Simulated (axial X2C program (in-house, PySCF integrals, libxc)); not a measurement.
# Linear SiSH at several levels

Aim: the two bond lengths and stretching wavenumbers of linear SiSH, with and without spin–orbit coupling, at PBE0, HF, PBE, MP2.

Program: an in-house X2C program for linear molecules on PySCF integrals. Level of theory: all-electron X2C, two-component (2c) or spin-free, Si dyall-v3z, S dyall-av3z, H dyall-v3z. These are calculated values, not measurements.

All values are calculated.

2 further runs of the same task are left out: 2 set aside as unsound or not needed.

## (1) Set-up

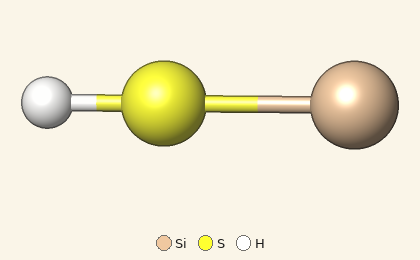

The atoms on one line, bonds 2.190 and 1.340 Å (silicon light orange, sulfur yellow, hydrogen white).

File task.json:

```json
{"zs": [14, 16, 1], "q": 0, "bas": ["dyall-v3z", "dyall-av3z", "dyall-v3z"], "r0": [2.19, 1.34], "symm": 0, "scan": ["PBE0", "HF", "PBE"], "levels": ["PBE0", "HF", "B3LYP"], "nst": 2}
```

Keys: zs atomic numbers; q charge; bas basis sets; r0 starting distance in Å; symm equal bonds; scan levels of the two-bond scan (MP2 follows by itself at each HF point); levels methods; nst determinants followed.

On the command line:

```bash
python solin.py task.json out
```

Masses Si 27.977, S 31.972, H 1.008 u.

## (2) Scan at PBE0, 2c

State: Ω = 1/2 (beyond evenly filled blocks: ω = 1/2). Energies above the lowest point, from the job's result record:

```csv
r(Si–S) (Å),r(S–H) (Å),E (meV)
2.0582,1.3104,34.10
2.0582,1.3440,19.90
2.0582,1.3776,35.00
2.1110,1.3104,13.87
2.1110,1.3440,0.00
2.1110,1.3776,15.50
2.1110,1.4112,55.52
2.1638,1.3104,34.74
2.1638,1.3440,21.13
2.1638,1.3776,36.94
2.2166,1.3440,74.48
2.2166,1.4112,131.17
```

A quadratic surface with cubic terms in each bond gives the minimum at 2.108 and 1.342 Å, force constants 2.38, 4.2 and coupling 0.03 mdyn/Å.

## (3) Scan at HF, 2c

State: Ω = 1/2 (beyond evenly filled blocks: ω = 1/2). Energies above the lowest point, from the job's result record:

```csv
r(Si–S) (Å),r(S–H) (Å),E (meV)
2.0582,1.3104,40.55
2.0582,1.3440,44.04
2.0582,1.3776,77.86
2.1110,1.3104,0.00
2.1110,1.3440,3.44
2.1110,1.3776,37.21
2.1110,1.4112,96.42
2.1638,1.3104,1.03
2.1638,1.3440,4.39
2.1638,1.3776,38.10
2.2166,1.3440,38.02
2.2166,1.4112,130.74
```

A quadratic surface with cubic terms in each bond gives the minimum at 2.135 and 1.324 Å, force constants 2.15, 4.73 and coupling -0.01 mdyn/Å.

## (4) Scan at PBE, 2c

State: Ω = 1/2 (beyond evenly filled blocks: ω = 1/2). Energies above the lowest point, from the job's result record:

```csv
r(Si–S) (Å),r(S–H) (Å),E (meV)
2.0582,1.3104,56.93
2.0582,1.3440,31.53
2.0582,1.3776,34.92
2.1110,1.3104,24.86
2.1110,1.3440,0.00
2.1110,1.3776,3.99
2.1110,1.4112,32.01
2.1638,1.3104,33.79
2.1638,1.3440,9.36
2.1638,1.3776,13.83
2.2166,1.3440,50.77
2.2166,1.4112,84.67
```

A quadratic surface with cubic terms in each bond gives the minimum at 2.123 and 1.355 Å, force constants 2.23, 3.86 and coupling 0.04 mdyn/Å.

## (5) The levels side by side

| level | r(Si–S) (Å) | r(S–H) (Å) | lower stretch (cm⁻¹) | upper stretch (cm⁻¹) |
| --- | --- | --- | --- | --- |
| PBE0, 2c | 2.108 | 1.342 | 516.9 | 2701.8 |
| HF, 2c | 2.135 | 1.324 | 491.0 | 2866.4 |
| PBE, 2c | 2.123 | 1.355 | 499.8 | 2590.0 |
| MP2, 2c | 2.116 | 1.337 | 517.7 | 2744.2 |
| PBE0, spin-free | 2.108 | 1.342 | 517.1 | 2703.1 |
| HF, spin-free | 2.135 | 1.323 | 491.3 | 2867.4 |
| PBE, spin-free | 2.123 | 1.355 | 500.1 | 2591.5 |
| MP2, spin-free | 2.116 | 1.336 | 517.9 | 2745.4 |

Scans not shown above were run alike.

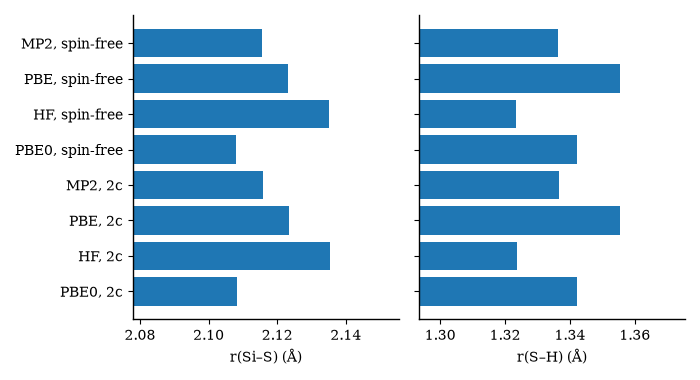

The two bond lengths by level.

**Reading.** Over the levels the Si–S bond spans 2.108 to 2.135 Å and the S–H bond 1.323 to 1.355 Å. At PBE0 spin–orbit coupling leaves both bonds unchanged to 0.001 Å. Each state is one determinant, the lowest of a limited PBE0 search; the stretches come from a fit to few points and are good to some per cent at best. MP2 freezes inner shells (threshold -2 hartree). The molecule was held linear; bending was not examined, so a bent shape may lie lower. Note: functional without a current term on a determinant with orbital currents, of the molecule or an atom.
